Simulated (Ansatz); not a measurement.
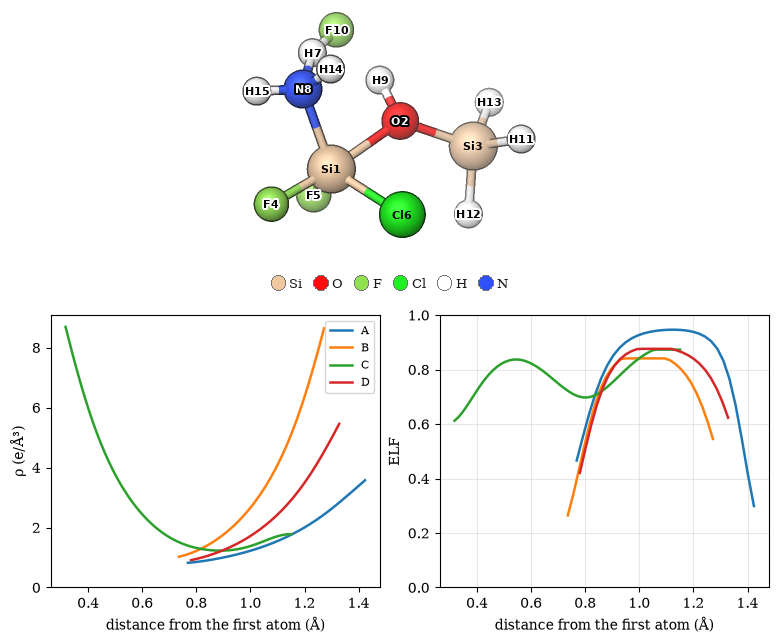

ClF$_{3}$H$_{7}$NOSi$_{2}$. Total electron density and electron localisation function along straight lines between neighbouring atoms. The curves leave out the atomic cores. The structure is drawn too.

A transition-state structure; geometry: PBE0-D4/def2-TZVP.

These are results of Ansatz, RKS PBE0-D4/def2-TZVPP, not measurements.

Input

```
crystal:
  periodic: [false, false, false]
  atoms:
    - {symbol: Si, position_ang: [-0.391115, -0.115145, 1.243008]}
    - {symbol: O, position_ang: [0.125607, -0.270925, -0.617839]}
    - {symbol: Si, position_ang: [0.502571, -1.640510, -1.527288]}
    - {symbol: F, position_ang: [-0.794588, 0.134790, 2.793442]}
    - {symbol: F, position_ang: [-1.838391, -0.575796, 0.771856]}
    - {symbol: Cl, position_ang: [1.058382, -1.524848, 1.651212]}
    - {symbol: H, position_ang: [-0.377928, 1.948268, -0.174825]}
    - {symbol: N, position_ang: [0.034849, 1.622431, 0.982021]}
    - {symbol: H, position_ang: [-0.225499, 0.573901, -1.121022]}
    - {symbol: F, position_ang: [-0.623154, 1.891287, -1.297491]}
    - {symbol: H, position_ang: [1.953622, -1.907136, -1.434472]}
    - {symbol: H, position_ang: [-0.288434, -2.786024, -1.033605]}
    - {symbol: H, position_ang: [0.128170, -1.287515, -2.916284]}
    - {symbol: H, position_ang: [1.041730, 1.749550, 0.929677]}
    - {symbol: H, position_ang: [-0.305622, 2.187770, 1.751709]}
basis:
  gaussian: {orbitals: def2-TZVPP}
hamiltonian: {xc: pbe0, dispersion: d4}
output: {orbitals: {seedname: orbitals}}
```

Launched as:

```sh
ansatz run in.yaml --threads 4 --pin off --events-out ev --progress --plain --max-ram 66560MiB --backend cuda --devices 0, --max-vram 37GiB
```

Q: Which curve belongs to which contact (F–H, Si–F, Si–N and Si–O)? The first atom named is at distance zero.

A: Curve A: Si–N (1.81 Å): the density is about 1 e/Å³ at the midpoint; the ELF peaks at about 0.95 between the atoms: a polar covalent bond. Curve B: Si–F (1.59 Å): the density is about 1.2 e/Å³ at the midpoint; the ELF peaks at about 0.85 in the valence shell of F, 0.6 Å from its nucleus, and is about 0.50 at the midpoint. Curve C: F10···H7 (1.15 Å): the density falls to about 1.2 e/Å³ on the way; the ELF climbs to about 0.85 towards the hydrogen, as it does in any bond to H. Curve D: Si–O (1.69 Å): the density is about 1.1 e/Å³ at the midpoint; the ELF peaks at about 0.90 between the atoms (a shared but strongly polarised pair).
